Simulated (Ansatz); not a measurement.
**Nudged elastic band, with input and output: C$_{2}$H$_{10}$OSi$_{3}$ (part 2 of 2)**

C$_{2}$H$_{10}$OSi$_{3}$; RKS r2SCAN-D4/6-31G (Ansatz 0.2.0). One setting was made poor on purpose. It belongs to a series of runs on one base structure; here: band between the two ends.

Geometry of the input (Å):
```
C  -1.9679  -1.1091  0.6731
Si -0.1122  -0.9241  1.0963
C  1.1791  -1.6485  -0.2030
O  1.9983  -0.4396  -0.5248
Si 1.1568  0.9201  0.2958
Si 0.1655  2.4412  -1.2191
H  -2.5801  -0.5062  1.3538
H  -2.2819  -2.1557  0.7685
H  -2.1637  -0.7789  -0.3528
H  0.1488  -1.3678  2.5156
H  1.8467  -2.4262  0.1843
H  0.7020  -2.0196  -1.1201
H  2.1072  1.6487  1.2177
H  1.1794  3.0957  -2.1162
H  -0.8457  1.7296  -2.0770
H  -0.5549  3.5175  -0.4480
```

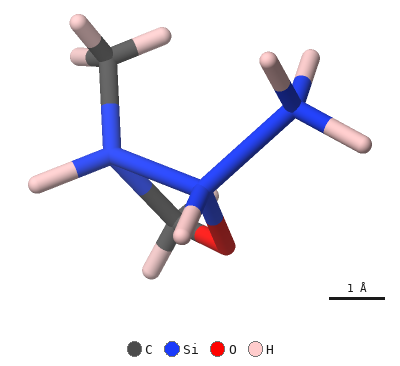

Figure 1. The starting structure (stick view, seen at a tilt).

```
Total energy: -27905.26229145 eV, -1025.4994743445 hartree
Atom 0 at    -1.834209    -1.024232     0.410566 Å, force    -0.017286     0.037208    -0.016190 eV/Å
Atom 1 at    -0.089538    -0.772884     1.155070 Å, force    -0.018534     0.042337    -0.001709 eV/Å
Atom 2 at     1.265051    -1.692904     0.082636 Å, force     0.036923    -0.008083    -0.072744 eV/Å
Atom 3 at     1.813525    -0.583685    -0.787449 Å, force    -0.087666     0.042138     0.085868 eV/Å
Atom 4 at     1.162535     1.087514     0.338234 Å, force    -0.076424     0.004273     0.047644 eV/Å
Atom 5 at    -0.083179     2.625233    -0.973747 Å, force     0.023984    -0.002209    -0.002296 eV/Å
Atom 6 at    -2.549915    -0.313314     0.839735 Å, force     0.001880    -0.010102     0.001551 eV/Å
Atom 7 at    -2.202653    -2.039824     0.598937 Å, force     0.011912    -0.018509     0.004468 eV/Å
Atom 8 at    -1.796151    -0.860235    -0.673032 Å, force    -0.006372    -0.005916     0.018622 eV/Å
Atom 9 at    -0.079089    -1.087329     2.631450 Å, force     0.009049    -0.011929    -0.007478 eV/Å
Atom 10 at     2.079412    -2.142104     0.663669 Å, force    -0.006347     0.010237    -0.002706 eV/Å
Atom 11 at     0.868733    -2.444585    -0.608227 Å, force     0.002421    -0.005867     0.000248 eV/Å
Atom 12 at     2.527208     0.261859     0.046458 Å, force     0.155814    -0.066025    -0.016812 eV/Å
Atom 13 at     0.790515     3.385636    -1.931522 Å, force    -0.017779    -0.004042    -0.007673 eV/Å
Atom 14 at    -1.200994     1.968065    -1.740034 Å, force    -0.006444    -0.004722    -0.016678 eV/Å
Atom 15 at    -0.694051     3.610189    -0.008643 Å, force    -0.005132     0.001211    -0.014116 eV/Å
Dipole moment:    -0.370646    -0.214102     0.237709 e Å
this run last wrote the band of iteration 10 to [file]
```

**The last band as extended XYZ (Å, eV, eV/Å)**
```
16
Properties=species:S:1:pos:R:3:forces:R:3 image=0 energy=-27907.55112
C    -1.9679   -1.1091    0.6731   -0.0034  -0.0016  -0.0003
Si   -0.1122   -0.9241    1.0963    0.0033  -0.0030   0.0030
C     1.1791   -1.6485   -0.2030   -0.0050   0.0045  -0.0040
O     1.9983   -0.4396   -0.5248    0.0009  -0.0087  -0.0037
Si    1.1568    0.9201    0.2958   -0.0119   0.0043   0.0112
Si    0.1655    2.4412   -1.2191    0.0005   0.0031  -0.0079
H    -2.5801   -0.5062    1.3538    0.0046  -0.0007  -0.0019
H    -2.2819   -2.1557    0.7685    0.0005   0.0025  -0.0001
H    -2.1637   -0.7789   -0.3528   -0.0008  -0.0010  -0.0004
H     0.1488   -1.3678    2.5156    0.0003   0.0004   0.0006
H     1.8467   -2.4262    0.1843    0.0008   0.0021   0.0008
H     0.7020   -2.0196   -1.1201    0.0028   0.0008   0.0012
H     2.1072    1.6487    1.2177    0.0025   0.0011  -0.0019
H     1.1794    3.0957   -2.1162   -0.0046   0.0004   0.0014
H    -0.8457    1.7296   -2.0770    0.0045   0.0038   0.0036
H    -0.5549    3.5175   -0.4480    0.0051  -0.0082  -0.0016
16
Properties=species:S:1:pos:R:3:forces:R:3 image=1 energy=-27907.54713
C    -1.9357   -1.0804    0.6028   -0.0023  -0.0021   0.0023
Si   -0.0987   -0.9222    1.1109    0.0007  -0.0026   0.0010
C     1.1984   -1.7043   -0.1478    0.0030   0.0119  -0.0052
O     1.8886   -0.4862   -0.6757    0.0005  -0.0035   0.0031
Si    1.1634    0.8869    0.2294   -0.0008   0.0041   0.0052
Si    0.1191    2.4760   -1.1726    0.0015  -0.0002  -0.0018
H    -2.5612   -0.4018    1.1942   -0.0006  -0.0031   0.0050
H    -2.2965   -2.1038    0.7606    0.0003  -0.0028   0.0014
H    -2.0575   -0.8273   -0.4562   -0.0038  -0.0001   0.0021
H     0.0922   -1.3247    2.5535    0.0015  -0.0014   0.0001
H     1.9438   -2.3569    0.3224   -0.0016  -0.0035  -0.0006
H     0.7386   -2.2428   -0.9859   -0.0012   0.0019  -0.0056
H     2.1924    1.5656    1.1065   -0.0052   0.0002   0.0019
H     1.0802    3.1614   -2.1029    0.0050  -0.0024  -0.0019
H    -0.9573    1.8153   -1.9893    0.0017   0.0004  -0.0028
H    -0.5326    3.5226   -0.3058    0.0012   0.0032  -0.0041
16
Properties=species:S:1:pos:R:3:forces:R:3 image=2 energy=-27907.53361
C    -1.8995   -1.0576    0.5389   -0.0061  -0.0016   0.0029
Si   -0.0885   -0.9124    1.1360    0.0061  -0.0057   0.0027
C     1.2060   -1.7509   -0.0867   -0.0011   0.0121  -0.0080
O     1.7360   -0.5540   -0.8145    0.0073   0.0017   0.0047
Si    1.1634    0.8494    0.1546   -0.0046   0.0055   0.0054
Si    0.0791    2.5071   -1.1300    0.0027   0.0014  -0.0026
H    -2.5413   -0.3290    1.0473   -0.0012  -0.0055   0.0091
H    -2.2975   -2.0609    0.7315    0.0002  -0.0027   0.0052
H    -1.9458   -0.8653   -0.5390   -0.0101  -0.0009   0.0043
H     0.0359   -1.2654    2.5989    0.0043  -0.0051  -0.0026
H     2.0319   -2.2558    0.4306   -0.0038  -0.0076  -0.0019
H     0.7737   -2.4414   -0.8199    0.0008   0.0084  -0.0118
H     2.2884    1.4673    0.9572   -0.0093   0.0048   0.0118
H     0.9928    3.2290   -2.0802    0.0075  -0.0085  -0.0046
H    -1.0556    1.9007   -1.9078    0.0040  -0.0010  -0.0047
H    -0.5019    3.5164   -0.1728    0.0033   0.0046  -0.0097
16
Properties=species:S:1:pos:R:3:forces:R:3 image=3 energy=-27907.50251
C    -1.8534   -1.0322    0.4795   -0.0060   0.0039   0.0043
Si   -0.0768   -0.8862    1.1732    0.0057  -0.0147  -0.0011
C     1.1981   -1.7850   -0.0230   -0.0081   0.0006  -0.0114
O     1.5576   -0.6385   -0.9205    0.0111   0.0079  -0.0003
Si    1.1674    0.8106    0.0789   -0.0140  -0.0074  -0.0036
Si    0.0421    2.5304   -1.0837    0.0134   0.0008  -0.0086
H    -2.5209   -0.2782    0.9112    0.0006  -0.0032   0.0138
H    -2.2740   -2.0243    0.6820   -0.0034   0.0005   0.0112
H    -1.8190   -0.8841   -0.6065   -0.0139  -0.0020   0.0126
H    -0.0209   -1.1809    2.6533    0.0105  -0.0155  -0.0023
H     2.0963   -2.1486    0.4937   -0.0025  -0.0149  -0.0119
H     0.7897   -2.5917   -0.6410   -0.0008   0.0110  -0.0168
H     2.4108    1.3335    0.7643   -0.0244   0.0554   0.0427
H     0.9063    3.3102   -2.0341    0.0103  -0.0146  -0.0096
H    -1.1272    1.9583   -1.8346    0.0054  -0.0042  -0.0095
H    -0.4989    3.4844   -0.0486    0.0161  -0.0036  -0.0097
16
Properties=species:S:1:pos:R:3:forces:R:3 image=4 energy=-27907.33973
C    -1.8300   -1.0098    0.4385   -0.0058   0.0532   0.0137
Si   -0.0777   -0.8364    1.1897    0.0105  -0.0654   0.0261
C     1.1907   -1.7734    0.0252   -0.0523  -0.0930  -0.0684
O     1.4476   -0.6835   -0.9682   -0.2163  -0.0837  -0.0994
Si    1.2013    0.7963    0.0416    0.0429  -0.1048  -0.1649
Si    0.0145    2.5723   -1.0138    0.0827  -0.0534  -0.0261
H    -2.5395   -0.2850    0.8526    0.0172   0.0082   0.0140
H    -2.2177   -2.0183    0.6262   -0.0141  -0.0054   0.0140
H    -1.7691   -0.8603   -0.6462    0.0167   0.0018   0.0229
H    -0.0785   -1.0872    2.6782    0.0172  -0.0285   0.0208
H     2.1118   -2.0621    0.5548    0.0295   0.0505  -0.1250
H     0.8103   -2.6330   -0.5302   -0.0544  -0.1361   0.0340
H     2.6152    1.0096    0.5139   -0.0646   0.5609   0.3408
H     0.8216    3.3858   -1.9832    0.0260   0.0083  -0.0329
H    -1.1456    1.9495   -1.7437    0.0486  -0.0153  -0.0059
H    -0.5777    3.5129    0.0088    0.1163  -0.0972   0.0363
16
Properties=species:S:1:pos:R:3:forces:R:3 image=5 energy=-27906.32290
C    -1.8353   -1.0037    0.4306    0.0039   0.0726   0.0112
Si   -0.0803   -0.8120    1.1762   -0.0038  -0.2261   0.0841
C     1.2245   -1.7244    0.0449   -0.1437  -0.1843  -0.1884
O     1.5922   -0.6336   -0.8907   -0.9760  -0.1912  -0.4363
Si    1.1945    0.8924    0.1527    0.1178  -0.8211  -0.7464
Si   -0.0328    2.6145   -0.9787    0.1955  -0.0052   0.0007
H    -2.5499   -0.2930    0.8586   -0.0090   0.0228   0.0150
H    -2.2040   -2.0201    0.6220    0.0228   0.0240   0.0097
H    -1.7973   -0.8517   -0.6547    0.0365   0.0075   0.0291
H    -0.0776   -1.0804    2.6579   -0.0330  -0.0153   0.0923
H     2.0816   -2.1115    0.6252    0.0512   0.1816  -0.1786
H     0.8310   -2.5293   -0.5775   -0.1152  -0.3464   0.1319
H     2.6523    0.5941    0.2644    0.5917   1.5813   1.1109
H     0.8018    3.3849   -1.9575    0.0155   0.0441  -0.0470
H    -1.1736    1.9611   -1.7233    0.1364  -0.0509   0.0765
H    -0.6501    3.5901   -0.0058    0.1094  -0.0932   0.0352
16
Properties=species:S:1:pos:R:3:forces:R:3 image=6 energy=-27905.26228
C    -1.8342   -1.0242    0.4106   -0.0173   0.0372  -0.0162
Si   -0.0895   -0.7729    1.1551   -0.0185   0.0423  -0.0017
C     1.2651   -1.6929    0.0826    0.0369  -0.0081  -0.0727
O     1.8135   -0.5837   -0.7874   -0.0877   0.0421   0.0859
Si    1.1625    1.0875    0.3382   -0.0764   0.0043   0.0476
Si   -0.0832    2.6252   -0.9737    0.0240  -0.0022  -0.0023
H    -2.5499   -0.3133    0.8397    0.0019  -0.0101   0.0016
H    -2.2027   -2.0398    0.5989    0.0119  -0.0185   0.0045
H    -1.7962   -0.8602   -0.6730   -0.0064  -0.0059   0.0186
H    -0.0791   -1.0873    2.6315    0.0090  -0.0119  -0.0075
H     2.0794   -2.1421    0.6637   -0.0063   0.0102  -0.0027
H     0.8687   -2.4446   -0.6082    0.0024  -0.0059   0.0002
H     2.5272    0.2619    0.0465    0.1558  -0.0660  -0.0168
H     0.7905    3.3856   -1.9315   -0.0178  -0.0040  -0.0077
H    -1.2010    1.9681   -1.7400   -0.0064  -0.0047  -0.0167
H    -0.6941    3.6102   -0.0086   -0.0051   0.0012  -0.0141
16
Properties=species:S:1:pos:R:3:forces:R:3 image=7 energy=-27906.20503
C    -1.8537   -1.0460    0.3982   -0.0484   0.0069  -0.0272
Si   -0.1342   -0.7048    1.1552   -0.0627   0.1400  -0.0198
C     1.2671   -1.6182    0.1179    0.0132   0.0373   0.0525
O     1.8806   -0.4253   -0.6346    0.0945   0.2349   0.2616
Si    1.1608    1.2431    0.5386    0.0217   0.2402   0.3005
Si   -0.1389    2.5876   -0.9599   -0.0467  -0.0723   0.0021
H    -2.5819   -0.3425    0.8192   -0.0340  -0.0372  -0.0080
H    -2.2056   -2.0662    0.5856   -0.0134  -0.0446   0.0029
H    -1.8083   -0.8722   -0.6832   -0.0346  -0.0149  -0.0062
H    -0.0953   -1.1263    2.6069    0.0050  -0.0489  -0.0341
H     2.0576   -2.1012    0.7025   -0.0309   0.0360   0.0365
H     0.9142   -2.3158   -0.6481    0.0454   0.1781  -0.0684
H     2.7579   -0.1819   -0.2502    0.2558  -0.6164  -0.4060
H     0.7583    3.3540   -1.9031   -0.0376  -0.0568   0.0115
H    -1.2542    1.9772   -1.7699   -0.0713   0.0114  -0.0553
H    -0.7473    3.6159   -0.0309   -0.0559   0.0063  -0.0425
16
Properties=species:S:1:pos:R:3:forces:R:3 image=8 energy=-27906.55392
C    -1.8676   -1.0053    0.3727   -0.0026   0.0107  -0.0037
Si   -0.1671   -0.6378    1.1782   -0.0022   0.0351  -0.0055
C     1.2596   -1.5160    0.1455    0.0014   0.0155   0.0024
O     1.8827   -0.2743   -0.4591   -0.0167   0.0131   0.0349
Si    1.2453    1.3163    0.7536    0.0151   0.0173   0.0526
Si   -0.1137    2.4885   -0.8905    0.0017  -0.0061   0.0039
H    -2.6395   -0.3465    0.7867   -0.0067  -0.0037   0.0041
H    -2.1713   -2.0444    0.5505    0.0017  -0.0028  -0.0101
H    -1.8167   -0.8261   -0.7070   -0.0023   0.0144   0.0002
H    -0.1506   -1.2074    2.5796   -0.0058  -0.0204  -0.0092
H     2.0058   -2.0175    0.7725   -0.0035   0.0110   0.0036
H     0.9489   -2.1658   -0.6783   -0.0002   0.0251  -0.0090
H     2.8316   -0.3547   -0.6770    0.0081  -0.0251  -0.0688
H     0.7466    3.2659   -1.8605    0.0085  -0.0253  -0.0028
H    -1.1488    1.7695   -1.7294    0.0165  -0.0493   0.0127
H    -0.8678    3.5329   -0.0934   -0.0130  -0.0097  -0.0053
16
Properties=species:S:1:pos:R:3:forces:R:3 image=9 energy=-27906.58302
C    -1.8794   -0.9241    0.4102   -0.0029   0.0050   0.0009
Si   -0.1609   -0.6182    1.2051   -0.0023  -0.0013   0.0029
C     1.2410   -1.4531    0.1036   -0.0009   0.0038   0.0002
O     1.9169   -0.1909   -0.3677   -0.0026   0.0021  -0.0016
Si    1.2617    1.3560    0.8765    0.0034   0.0019   0.0043
Si   -0.0841    2.3761   -0.8807    0.0002  -0.0012   0.0032
H    -2.6506   -0.3395    0.9249   -0.0016  -0.0017   0.0052
H    -2.1552   -1.9842    0.4728    0.0009  -0.0019  -0.0038
H    -1.8698   -0.6183   -0.6415   -0.0003   0.0062   0.0017
H    -0.1347   -1.2858    2.5629   -0.0007  -0.0031   0.0011
H     1.9591   -2.0464    0.6809    0.0003  -0.0017  -0.0006
H     0.9030   -2.0035   -0.7799   -0.0020   0.0005  -0.0058
H     2.8297   -0.2872   -0.6998    0.0086   0.0027  -0.0007
H     0.7589    3.2360   -1.7946    0.0023  -0.0027  -0.0015
H    -0.8682    1.4538   -1.7904    0.0012  -0.0089  -0.0008
H    -1.0902    3.3067   -0.2384   -0.0035   0.0003  -0.0047
16
Properties=species:S:1:pos:R:3:forces:R:3 image=10 energy=-27906.58728
C    -1.9093   -0.8790    0.4737    0.0025  -0.0038   0.0035
Si   -0.1610   -0.6068    1.2142    0.0015   0.0013  -0.0036
C     1.2144   -1.3904    0.0399    0.0039   0.0041   0.0028
O     1.9980   -0.1355   -0.2263    0.0171  -0.0151  -0.0049
Si    1.2424    1.3976    0.9527   -0.0031   0.0013   0.0044
Si   -0.0559    2.2838   -0.9176   -0.0114   0.0048  -0.0129
H    -2.6674   -0.4042    1.1075    0.0023  -0.0016  -0.0018
H    -2.1430   -1.9494    0.4083   -0.0010   0.0046  -0.0013
H    -1.9762   -0.4377   -0.5264   -0.0003  -0.0007   0.0016
H    -0.0938   -1.3366    2.5392   -0.0001  -0.0014  -0.0019
H     1.8689   -2.1208    0.5292   -0.0061   0.0064  -0.0073
H     0.8517   -1.7738   -0.9198    0.0022   0.0017   0.0065
H     2.9039   -0.2339   -0.5739   -0.0213   0.0042   0.0059
H     0.7602    3.2256   -1.7745   -0.0063  -0.0059   0.0050
H    -0.6219    1.2508   -1.8738    0.0054   0.0086   0.0080
H    -1.2339    3.0876   -0.4081    0.0146  -0.0086  -0.0038
```

**Key numbers**

```json
{"quantity": "outcome", "value": "converged"}
{"quantity": "barrier, forward", "value": "2.289 eV"}
{"quantity": "barrier, backward", "value": "1.325 eV"}
{"quantity": "wall time", "value": "16 min (CPU time 32 min)"}
{"quantity": "peak memory", "value": "0.19 GiB"}
```

**Remarks**

A deliberately poor setting: loose force. The order of the saddle point was not checked.
